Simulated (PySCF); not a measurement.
Molecule: SMILES Cc1ccc([SiH3])s1. Atoms near the plane z = 0.0 Å, at the GFN2-xTB optimised geometry (x, y, z in Å): C1 (-1.6, -2.5, 0.0), C2 (-0.7, -1.3, 0.0), C3 (0.7, -1.3, 0.0), C4 (1.2, 0.0, 0.0), C5 (0.3, 1.0, 0.0), Si6 (0.5, 2.8, 0.0), S7 (-1.3, 0.3, 0.0), H8 (-2.3, -2.4, -0.9), H9 (-1.1, -3.4, 0.0), H10 (-2.3, -2.5, 0.9), H11 (1.3, -2.2, 0.0), H12 (2.3, 0.2, 0.0), H13 (2.0, 3.1, 0.0).

Level of theory: B3LYP/def2-TZVP in PySCF. Cells within 0.4 Å of a nucleus heavier than hydrogen are left out (blank, or x). The values are rescaled to run from 0 to 1.

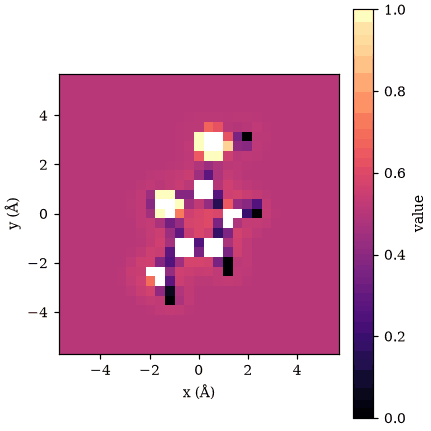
*a field on the plane z = 0.0 Å.*

**Question.** Which quantity is mapped?
A) deformation density (molecule minus spherical neutral atoms)
B) log10 of the electron density
C) Laplacian of the electron density
D) an orbital amplitude

**Answer.** C, Laplacian of the electron density. In full: Laplacian of the electron density (e/bohr⁵), clipped to [-1.50, 1.50].
